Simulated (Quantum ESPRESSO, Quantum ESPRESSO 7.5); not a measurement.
**Ir(111), 5 layers: solver and mixing choices**

Which eigensolver and mixing suits Ir(111), 5 layers? The physics should not care; the clock does.

Calculated with Quantum ESPRESSO 7.5; plane-wave DFT, PBE, SG15 norm-conserving pseudopotentials.

## 1. The structure

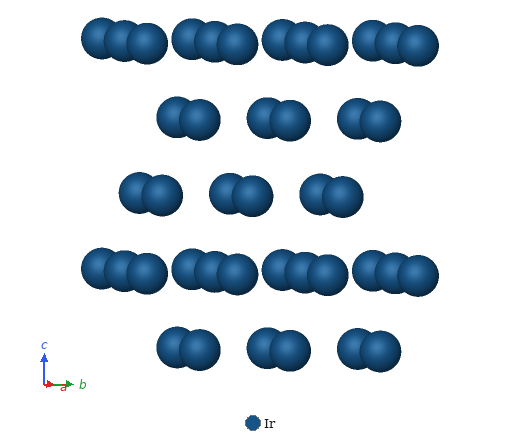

The starting structure, seen from the side, with the c axis up (iridium blue). 2×3×1 cells are drawn. Some periodic images of atoms are drawn too.

The cell holds 5 atoms: 5 Ir. Cell: a = 2.715 Å, b = 2.715 Å, c = 24.868 Å, α = 90.0°, β = 90.0°, γ = 60.0°. It derives from Ir. Vacuum lies along c.

## 2. SCF with pw.x: david, local-TF mixing, beta 0.4, history 8

The first run is the reference of the series.

File c0.in:

```
&control
  prefix = 'c0'
  outdir = './out'
  pseudo_dir = './pseudo'
  calculation = 'scf'
  tprnfor = .true.
/
&system
  ibrav = 0
  nat = 5
  ntyp = 1
  ecutwfc = 60
  ecutrho = 240
  occupations = 'smearing'
  smearing = 'mv'
  degauss = 0.02
  assume_isolated = 'esm'
  esm_bc = 'bc1'
/
&electrons
  conv_thr = 1e-07
  mixing_beta = 0.4
  electron_maxstep = 80
  mixing_mode = 'local-TF'
  diagonalization = 'david'
  mixing_ndim = 8
/
ATOMIC_SPECIES
  Ir  192.2170  Ir_ONCV_PBE-1.2.upf
CELL_PARAMETERS angstrom
  2.71529003975634 0.00000000000000 0.00000000000000
  1.35764501987817 2.35151015307185 0.00000000000000
  0.00000000000000 0.00000000000000 24.86810013475265
ATOMIC_POSITIONS crystal
  Ir  0.666666666700 0.666666666700 -0.178302726921
  Ir  0.000000000000 0.000000000000 -0.089151363461
  Ir  0.333333333300 0.333333333300 0.000000000000
  Ir  0.666666666700 0.666666666700 0.089151363461
  Ir  0.000000000000 0.000000000000 0.178302726921
K_POINTS automatic
  12 12 1 0 0 0
```

On the command line:

```
$ OMP_NUM_THREADS=1 mpirun -n 4 pw.x -nk 4 -in c0.in > c0.out
```

What it wrote:

```text
Program PWSCF v.7.5 starts
[citation notice left out]

     Parallel version (MPI & OpenMP), running on       4 processor cores
     Number of MPI processes:                 4
     Threads/MPI process:                     1

     MPI processes distributed on     1 nodes
[...]
Current dimensions of program PWSCF are:
     Max number of different atomic species (ntypx) = 10
     Max number of k-points (npk) =  40000
     Max angular momentum in pseudopotentials (lmaxx) =  4
     Message from routine setup:
     using ibrav=0 with symmetry is DISCOURAGED, use correct ibrav instead

     K-points division:     npool     =       4
     Subspace diagonalization in iterative solution of the eigenvalue problem:
     a serial algorithm will be used

     G-vector sticks info
     --------------------
     sticks:   dense  smooth     PW     G-vecs:    dense   smooth      PW
     Sum         433     433    139                67335    67335   11775

     Using Slab Decomposition

     bravais-lattice index     =            0
     lattice parameter (alat)  =       5.1312  a.u.
     unit-cell volume          =    1071.5250 (a.u.)^3
     number of atoms/cell      =            5
     number of atomic types    =            1
     number of electrons       =        85.00
     number of Kohn-Sham states=           52
     kinetic-energy cutoff     =      60.0000  Ry
     charge density cutoff     =     240.0000  Ry
     scf convergence threshold =      1.0E-07
     mixing beta               =       0.4000
     number of iterations used =            8  local-TF  mixing
     Exchange-correlation= PBE
                           (   1   4   3   4   0   0   0)

     Effective Screening Medium Method
     =================================
     Boundary Conditions: Vacuum-Slab-Vacuum
     total charge in unit cell        =   0.0000
     grid points for fit at edges     =        4

     celldm(1)=   5.131155  celldm(2)=   0.000000  celldm(3)=   0.000000
     celldm(4)=   0.000000  celldm(5)=   0.000000  celldm(6)=   0.000000

     crystal axes: (cart. coord. in units of alat)
               a(1) = (   1.000000   0.000000   0.000000 )
               a(2) = (   0.500000   0.866025   0.000000 )
               a(3) = (   0.000000   0.000000   9.158543 )

     reciprocal axes: (cart. coord. in units 2 pi/alat)
               b(1) = (  1.000000 -0.577350  0.000000 )
               b(2) = (  0.000000  1.154701  0.000000 )
               b(3) = (  0.000000  0.000000  0.109188 )

     PseudoPot. # 1 for Ir read from file:
     ./pseudo/Ir_ONCV_PBE-1.2.upf
     Pseudo is Norm-conserving, Zval = 17.0
     Generated using ONCVPSP code by D. R. Hamann
     Using radial grid of  602 points,  8 beta functions with:
                l(1) =   0
                l(2) =   0
                l(3) =   1
                l(4) =   1
                l(5) =   2
                l(6) =   2
                l(7) =   3
                l(8) =   3

     atomic species   valence    mass     pseudopotential
     Ir               17.00   192.21700     Ir( 1.00)

     12 Sym. Ops., with inversion, found ( 6 have fractional translation)

   Cartesian axes

     site n.     atom                  positions (alat units)
         1        Ir     tau(   1) = (   1.0000000   0.5773503  -1.6329932  )
         2        Ir     tau(   2) = (   0.0000000   0.0000000  -0.8164966  )
         3        Ir     tau(   3) = (   0.5000000   0.2886751   0.0000000  )
         4        Ir     tau(   4) = (   1.0000000   0.5773503   0.8164966  )
         5        Ir     tau(   5) = (   0.0000000   0.0000000   1.6329932  )

     number of k points=    19  Marzari-Vanderbilt smearing, width (Ry)=  0.0200
                       cart. coord. in units 2pi/alat
        k(    1) = (   0.0000000   0.0000000   0.0000000), wk =   0.0138889
        k(    2) = (   0.0000000   0.0962250   0.0000000), wk =   0.0833333
        k(    3) = (   0.0000000   0.1924501   0.0000000), wk =   0.0833333
        k(    4) = (   0.0000000   0.2886751   0.0000000), wk =   0.0833333
        k(    5) = (   0.0000000   0.3849002   0.0000000), wk =   0.0833333
        k(    6) = (   0.0000000   0.4811252   0.0000000), wk =   0.0833333
        k(    7) = (   0.0000000  -0.5773503   0.0000000), wk =   0.0416667
        k(    8) = (   0.0833333   0.1443376   0.0000000), wk =   0.0833333
        k(    9) = (   0.0833333   0.2405626   0.0000000), wk =   0.1666667
        k(   10) = (   0.0833333   0.3367877   0.0000000), wk =   0.1666667
[...]
k(   19) = (   0.3333333  -0.5773503   0.0000000), wk =   0.0277778

     Dense  grid:    67335 G-vectors     FFT dimensions: (  27,  27, 240)

     Estimated max dynamical RAM per process >     132.64 MB

     Estimated total dynamical RAM >     481.26 MB

     Initial potential from superposition of free atoms

     starting charge      84.8363, renormalised to      85.0000

     negative rho (up, down):  1.407E-04 0.000E+00
     Starting wfcs are random

     total cpu time spent up to now is        1.4 secs

     per-process dynamical memory:    93.4 Mb

     Self-consistent Calculation

     iteration #  1     ecut=    60.00 Ry     beta= 0.40
     Davidson diagonalization with overlap
     c_bands:  1 eigenvalues not converged
     c_bands:  1 eigenvalues not converged
     c_bands:  1 eigenvalues not converged
     ethr =  1.00E-02,  avg # of iterations = 39.6

     Threshold (ethr) on eigenvalues was too large:
     Diagonalizing with lowered threshold

     Davidson diagonalization with overlap
     c_bands:  2 eigenvalues not converged
     ethr =  5.71E-04,  avg # of iterations = 15.1

     negative rho (up, down):  7.699E-07 0.000E+00

     total cpu time spent up to now is       51.2 secs

     total energy              =   -1062.23895969 Ry
     estimated scf accuracy    <       0.24567160 Ry

     iteration #  2     ecut=    60.00 Ry     beta= 0.40
[...]
total energy              =   -1062.24837649 Ry
     estimated scf accuracy    <       0.08310480 Ry

     iteration #  3     ecut=    60.00 Ry     beta= 0.40
[...]
c_bands:  1 eigenvalues not converged
[...]
total energy              =   -1062.27581431 Ry
     estimated scf accuracy    <       0.03321435 Ry

     iteration #  4     ecut=    60.00 Ry     beta= 0.40
[...]
c_bands:  1 eigenvalues not converged
     c_bands:  1 eigenvalues not converged
[...]
total energy              =   -1062.29899453 Ry
     estimated scf accuracy    <       0.00102167 Ry

     iteration #  7     ecut=    60.00 Ry     beta= 0.40
[...]
c_bands:  1 eigenvalues not converged
     c_bands:  1 eigenvalues not converged
[...]
total energy              =   -1062.29914748 Ry
     estimated scf accuracy    <       0.00054873 Ry

     iteration #  8     ecut=    60.00 Ry     beta= 0.40
[...]
c_bands:  1 eigenvalues not converged
[...]
total energy              =   -1062.29918042 Ry
     estimated scf accuracy    <       0.00015065 Ry

     iteration #  9     ecut=    60.00 Ry     beta= 0.40
[...]
c_bands:  1 eigenvalues not converged
[...]
total energy              =   -1062.29913426 Ry
     estimated scf accuracy    <       0.00019856 Ry

     iteration # 10     ecut=    60.00 Ry     beta= 0.40
[...]
negative rho (up, down):  2.806E-05 0.000E+00

[...]
total energy              =   -1062.29840737 Ry
     estimated scf accuracy    <       0.00008497 Ry

     iteration # 11     ecut=    60.00 Ry     beta= 0.40
[...]
negative rho (up, down):  3.803E-06 0.000E+00

[...]
total energy              =   -1062.29834798 Ry
     estimated scf accuracy    <       0.00004323 Ry

     iteration # 12     ecut=    60.00 Ry     beta= 0.40
[...]
total energy              =   -1062.29789035 Ry
     estimated scf accuracy    <       0.00002379 Ry

     iteration # 13     ecut=    60.00 Ry     beta= 0.40
[...]
c_bands:  1 eigenvalues not converged
     c_bands:  1 eigenvalues not converged
     c_bands:  1 eigenvalues not converged
[...]
total energy              =   -1062.29791453 Ry
     estimated scf accuracy    <       0.00000245 Ry

     iteration # 14     ecut=    60.00 Ry     beta= 0.40
[...]
total energy              =   -1062.29788818 Ry
     estimated scf accuracy    <       0.00000069 Ry

     iteration # 15     ecut=    60.00 Ry     beta= 0.40
[...]
negative rho (up, down):  2.727E-05 0.000E+00

[...]
total energy              =   -1062.29778540 Ry
     estimated scf accuracy    <       0.00000341 Ry

     iteration # 16     ecut=    60.00 Ry     beta= 0.40
[...]
total energy              =   -1062.29783987 Ry
     estimated scf accuracy    <       0.00000645 Ry

     iteration # 17     ecut=    60.00 Ry     beta= 0.40
[...]
total energy              =   -1062.29781860 Ry
     estimated scf accuracy    <       0.00000032 Ry

     iteration # 18     ecut=    60.00 Ry     beta= 0.40
[...]
End of self-consistent calculation

          k = 0.0000 0.0000 0.0000 (  8395 PWs)   bands (ev):

   -98.5051 -98.4909 -98.4536 -97.9741 -97.9741 -55.6119 -55.3619 -55.0847
   -55.0012 -55.0012 -54.9784 -54.9784 -54.9119 -54.9119 -54.6113 -54.6013
   -54.4822 -54.4822 -54.4822 -54.4822 -16.1623 -15.0959 -13.9046 -13.3013
   -13.2275  -9.5995  -9.5162  -9.3184  -9.3184  -9.1452  -9.1452  -9.0837
    -9.0398  -9.0398  -8.4799  -8.4799  -8.4269  -8.4269  -8.1317  -6.6850
    -6.6850  -6.5407  -6.5407  -5.9901  -5.9604  -5.9604  -5.3981  -5.1676
    -5.1676  -4.6749  -4.6749  -0.3383

          k = 0.0000 0.0962 0.0000 (  8435 PWs)   bands (ev):

   -98.5016 -98.4880 -98.4513 -97.9712 -97.9712 -55.5987 -55.3585 -55.1019
   -55.0398 -55.0131 -55.0043 -54.9884 -54.9523 -54.9198 -54.6069 -54.5994
   -54.5217 -54.5213 -54.4918 -54.4918 -15.8930 -14.8344 -13.6388 -13.0411
   -12.9566  -9.8648  -9.7598  -9.5242  -9.1854  -9.1728  -9.1085  -9.0392
    -8.9935  -8.8215  -8.6242  -8.5116  -8.3551  -8.3057  -8.2154  -7.0117
    -6.9386  -6.6535  -6.5599  -6.4624  -6.2533  -5.9474  -5.4670  -5.1586
    -4.6536  -4.2830  -3.4436  -0.1509

          k = 0.0000 0.1925 0.0000 (  8447 PWs)   bands (ev):

   -98.4918 -98.4800 -98.4452 -97.9634 -97.9634 -55.5628 -55.3557 -55.1841
   -55.1417 -55.0574 -55.0450 -55.0374 -55.0157 -54.9420 -54.6309 -54.6307
   -54.5946 -54.5901 -54.5179 -54.5179 -15.1463 -14.1361 -12.9620 -12.3838
   -12.2534 -10.5121 -10.1101 -10.0122  -9.7714  -9.3665  -9.0844  -8.8057
    -8.7897  -8.6992  -8.4783  -8.3943  -8.2004  -7.9471  -7.7052  -7.6128
    -7.3164  -7.0653  -6.9508  -6.4685  -6.0690  -5.9241  -5.1467  -4.6859
    -4.6021  -3.0797  -1.8326   0.3825

          k = 0.0000 0.2887 0.0000 (  8413 PWs)   bands (ev):

   -98.4782 -98.4690 -98.4370 -97.9528 -97.9528 -55.5203 -55.3879 -55.3069
   -55.2849 -55.1573 -55.0876 -55.0650 -55.0528 -54.9729 -54.7704 -54.7686
   -54.5861 -54.5839 -54.5534 -54.5534 -14.1470 -13.3226 -12.4303 -11.9040
   -11.5688 -11.2012 -10.5973 -10.2175 -10.0703  -9.4830  -9.0588  -8.9794
    -8.7013  -8.6248  -8.2974  -8.2559  -7.9156  -7.5964  -7.2909  -7.2470
    -6.7696  -6.7443  -6.4621  -6.1639  -5.8130  -5.6265  -5.1421  -4.5449
    -3.8804  -1.9958  -0.3564   1.1871

          k = 0.0000 0.3849 0.0000 (  8419 PWs)   bands (ev):

   -98.4642 -98.4581 -98.4293 -97.9421 -97.9421 -55.5327 -55.4888 -55.4326
   -55.3523 -55.2087 -55.1294 -55.0965 -55.0897 -55.0041 -54.9016 -54.8977
   -54.5887 -54.5886 -54.5779 -54.5763 -13.3900 -12.8802 -12.5097 -12.0734
   -11.7734 -11.5643 -11.1057 -10.2240  -9.6670  -9.2627  -9.1254  -8.8937
    -8.8428  -8.1024  -8.0092  -7.5859  -7.4462  -6.9892  -6.2441  -6.1873
    -6.0918  -5.8432  -5.5278  -5.3280  -5.2554  -5.0986  -4.9985  -4.4734
    -3.1383  -1.1038   0.8700   2.2165

          k = 0.0000 0.4811 0.0000 (  8423 PWs)   bands (ev):

   -98.4535 -98.4500 -98.4240 -97.9343 -97.9343 -55.6163 -55.5639 -55.5417
   -55.3184 -55.2404 -55.1596 -55.1319 -55.1166 -55.0272 -54.9881 -54.9778
   -54.6144 -54.6143 -54.5721 -54.5709 -13.2074 -12.9772 -12.5774 -12.3954
   -12.0356 -11.7681 -11.4643 -10.3749  -9.6922  -9.4134  -9.0453  -8.7381
    -8.3621  -8.1377  -7.2492  -6.8917  -6.4155  -5.8400  -5.6710  -5.0185
    -4.9555  -4.8957  -4.7161  -4.4687  -4.3527  -4.2615  -4.2238  -4.1699
    -2.4470  -0.3409   1.4260   2.1656

[...]
the Fermi energy is    -5.5277 ev

!    total energy              =   -1062.29781049 Ry
     estimated scf accuracy    <       0.00000003 Ry
     smearing contrib. (-TS)   =       0.00180725 Ry
     internal energy E=F+TS    =   -1062.29961774 Ry

     The total energy is F=E-TS. E is the sum of the following terms:
     one-electron contribution =   27244.67228329 Ry
     hartree contribution      =  -13665.74490196 Ry
     xc contribution           =    -105.24557158 Ry
     ewald contribution        =  -14535.98142749 Ry

     convergence has been achieved in  18 iterations

     Forces acting on atoms (cartesian axes, Ry/au):

     atom    1 type  1   force =     0.00000000    0.00000000    0.00652501
     atom    2 type  1   force =     0.00000000    0.00000000   -0.01329579
     atom    3 type  1   force =     0.00000000    0.00000000    0.00000000
     atom    4 type  1   force =     0.00000000    0.00000000    0.01329579
     atom    5 type  1   force =     0.00000000    0.00000000   -0.00652501

     Total force =     0.020945     Total SCF correction =     0.001153

[...]
=------------------------------------------------------------------------------=
   JOB DONE.
=------------------------------------------------------------------------------=
[...]
```

Elapsed: 2.6 min, on 4 MPI ranks of Arm Neoverse V2, shared host; peak memory 0.63 GiB; 10 min of CPU time.

This step gave:

```
free energy                                                    : -14453.2980 eV
Fermi energy                                                   : -5.528 eV
vacuum line at the lower end of the cell, over the Fermi level : 5.528 eV
vacuum line at the upper end of the cell, over the Fermi level : 5.528 eV
```

The potential energy, planar mean oscillates, so the rows of the table below give means over windows of 2.18 Å about each position, cut where the curve ends. Its maxima inside the range that stand out by 2 % of the span (Å: eV): -3.3: -1.72, -1.1: -2.00, 1.1: -2.00, 3.3: -1.72. Its minima: -4.5: -45.3, -2.2: -45.6, 0.0: -45.8, 2.2: -45.6, 4.5: -45.3.

Electrostatic potential energy of an electron; zero at the Fermi level. Potential energy, planar mean against z; means over each step:

```
 z (Å)  potential energy, planar mean (eV)
-11.34                                5.53
 -9.16                                5.53
 -6.98                                5.27
 -4.80                               -18.1
 -2.62                               -19.7
 -0.44                               -19.7
  1.74                               -19.8
  3.92                               -19.3
  6.10                                2.52
  8.28                                5.52
 10.46                                5.53
```

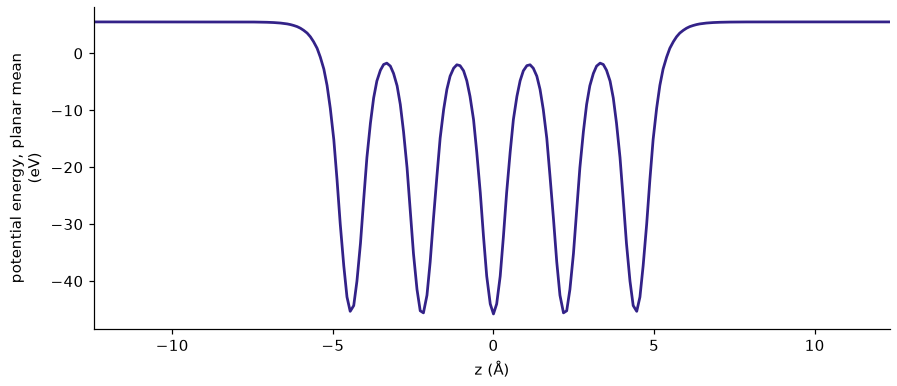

Potential energy, planar mean against z.

The program's own clock; routines nest. Time by routine:

```
     routine  wall time (s)  calls
       PWSCF          156.1      1
   electrons          154.1      1
     c_bands          140.4     19
     cegterg          126.4    100
       h_psi           91.1   1210
        fftw          68.18  55448
    vloc_psi          67.25   1210
      calbec          12.02   1230
  add_vuspsi          11.81   1210
h_psi:calbec          11.58   1210
    sum_band           7.28     19
     mix_rho           5.48     19
        ffts           3.34   1700
     cdiaghg           2.99   1195
```

The vacuum levels are read from the outermost 0.7 Å of the cell on either side.

The run needed 18 iterations to bring the estimated error under 1e-07 Ry; the largest force on any atom, held or free, is 0.34 eV/Å.

Inside the slab this potential holds the local part of the pseudopotentials, which can be repulsive at the nuclei; only its value in the vacuum has a meaning of its own.

## 3. SCF with pw.x: david, plain mixing, beta 0.4, history 8

c1.in, as its differences from the input of step 2:

```diff
@@ -1,3 +1,3 @@
 &control
-  prefix = 'c0'
+  prefix = 'c1'
   outdir = './out'
@@ -23,3 +23,3 @@
   electron_maxstep = 80
-  mixing_mode = 'local-TF'
+  mixing_mode = 'plain'
   diagonalization = 'david'
```

On the command line:

```
$ OMP_NUM_THREADS=1 mpirun -n 4 pw.x -nk 4 -in c1.in > c1.out
```

What it wrote:

```text
[banner, memory and clock lines left out]
Program PWSCF v.7.5 starts
[...]
Message from routine setup:
[...]
number of electrons       =        85.00
     number of Kohn-Sham states=           52
     kinetic-energy cutoff     =      60.0000  Ry
     charge density cutoff     =     240.0000  Ry
[...]
number of k points=    19  Marzari-Vanderbilt smearing, width (Ry)=  0.0200
[...]
Dense  grid:    67335 G-vectors     FFT dimensions: (  27,  27, 240)
[...]
negative rho (up, down):  1.407E-04 0.000E+00
     Starting wfcs are random
[...]
estimated scf accuracy    <       0.24567160 Ry
[...]
estimated scf accuracy    <      25.64493510 Ry
[...]
estimated scf accuracy    <       0.15631817 Ry
[...]
estimated scf accuracy    <       0.05026260 Ry
[...]
estimated scf accuracy    <       0.01311817 Ry
[...]
estimated scf accuracy    <       0.00437265 Ry
[...]
negative rho (up, down):  1.806E-04 0.000E+00
[...]
estimated scf accuracy    <       0.00083413 Ry
[...]
estimated scf accuracy    <       0.00578627 Ry
[...]
estimated scf accuracy    <       0.00060328 Ry
[...]
negative rho (up, down):  1.275E-05 0.000E+00
[...]
estimated scf accuracy    <       0.00016471 Ry
[...]
negative rho (up, down):  1.411E-05 0.000E+00
[...]
estimated scf accuracy    <       0.00002707 Ry
[...]
negative rho (up, down):  4.892E-06 0.000E+00
[...]
estimated scf accuracy    <       0.00002926 Ry
[...]
estimated scf accuracy    <       0.00001612 Ry
[...]
negative rho (up, down):  7.315E-07 0.000E+00
[...]
estimated scf accuracy    <       0.00000021 Ry
[...]
negative rho (up, down):  7.509E-08 0.000E+00
[...]
estimated scf accuracy    <       0.00000131 Ry
[...]
negative rho (up, down):  5.327E-07 0.000E+00
[...]
estimated scf accuracy    <       0.00000062 Ry
[...]
negative rho (up, down):  3.732E-07 0.000E+00
[...]
estimated scf accuracy    <       0.00000030 Ry
[...]
the Fermi energy is    -5.5271 ev
!    total energy              =   -1062.29781051 Ry
     estimated scf accuracy    <          6.0E-09 Ry
     smearing contrib. (-TS)   =       0.00180749 Ry
     internal energy E=F+TS    =   -1062.29961800 Ry
[...]
one-electron contribution =   27244.68580433 Ry
     hartree contribution      =  -13665.75876614 Ry
     xc contribution           =    -105.24522869 Ry
     ewald contribution        =  -14535.98142749 Ry
     convergence has been achieved in  18 iterations
[...]
Total force =     0.021057     Total SCF correction =     0.000524
[...]
```

Run time: 2.5 min. Hardware: 4 MPI ranks; peak memory 0.63 GiB.

Numbers from this step:

```
Fermi energy                                                   : -5.527 eV
vacuum line at the lower end of the cell, over the Fermi level : 5.527 eV
vacuum line at the upper end of the cell, over the Fermi level : 5.527 eV
```

The program's own clock; routines nest. Time by routine:

| routine | wall time (s) | calls |
| --- | --- | --- |
| PWSCF | 152 | 1 |
| electrons | 150 | 1 |
| c_bands | 141.6 | 19 |
| cegterg | 127.9 | 100 |
| h_psi | 92.35 | 1151 |
| fftw | 69.11 | 56456 |
| vloc_psi | 68.23 | 1151 |
| calbec | 12.15 | 1171 |
| add_vuspsi | 11.91 | 1151 |
| h_psi:calbec | 11.7 | 1151 |
| sum_band | 7.25 | 19 |
| cdiaghg | 2.9 | 1136 |
| init_run | 1.36 | 1 |
| wfcinit | 1.17 | 1 |

Counted from each run's own zero (the Fermi level), the vacuum level differs from the first run's by -1 meV.

[end of part 1 of 3]

[Logs are printed without paths, hosts, clocks, repeated set-up lines and the standing remarks that a program may print on its own settings, such as how far it seeks lower states.]

[Hosts, paths, dates, database ids (printed as entryN), source tags and the programs' standing remarks are cut or masked in the printed files.]

[Maps of the electrostatic potential energy from Ansatz leave out the sawtooth potential of an applied field or a dipole correction, so their vacuum need not be flat; planar profiles and work functions include it.]
